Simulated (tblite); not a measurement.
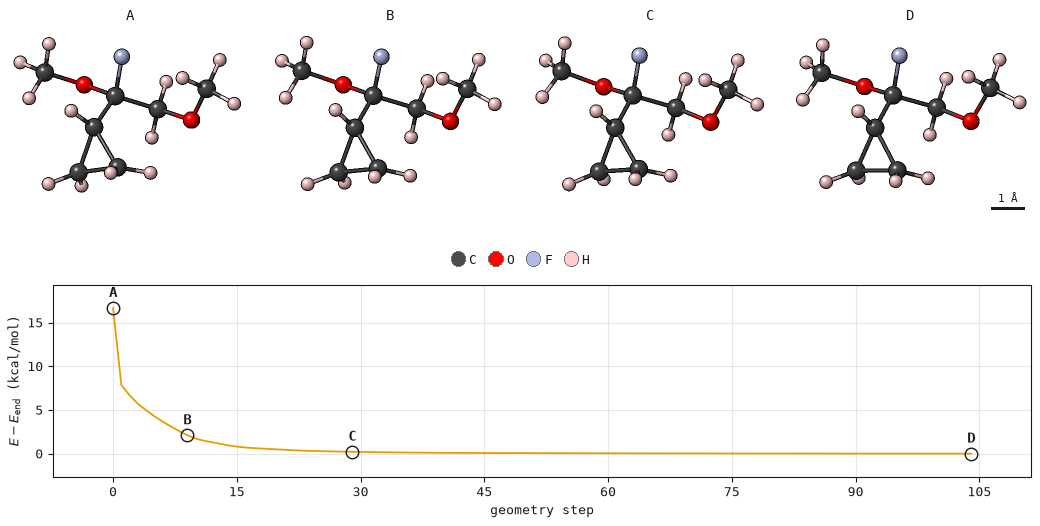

Frames of a relaxation of C₇H₁₃FO₂, marked on the history of the run. The picture is a ball-and-stick view, seen at a tilt.

These are results of tblite, GFN2-xTB geometry optimisation, gas phase, not measurements. 

> Describe the path.

The energy falls by 16.7 kcal/mol in 104 geometry steps. The largest move after the best rigid fit is that of an H atom, 0.37 Å. Largest moves by element: H 0.37 Å, C 0.21 Å, F 0.16 Å, O 0.10 Å. Among the contacts that change: C–O 1.342 → 1.397 Å, C–H 1.138 → 1.085 Å, C–C 1.493 → 1.544 Å, C–O 1.427 → 1.386 Å. Among the angles between lasting bonds that change: O–C–H 112.0° → 105.4°, H–C–H 102.2° → 108.7°, C–O–C 109.8° → 116.1°. The run took 0.65 s on 1 thread of Arm Neoverse V2, on a shared host. From step 0 to 9: an H atom moves most (0.17 Å), energy −14.6 kcal/mol. From step 9 to 29: an H atom moves most (0.19 Å), energy −1.88 kcal/mol. From step 29 to 104: an H atom moves most (0.17 Å), energy −0.21 kcal/mol.
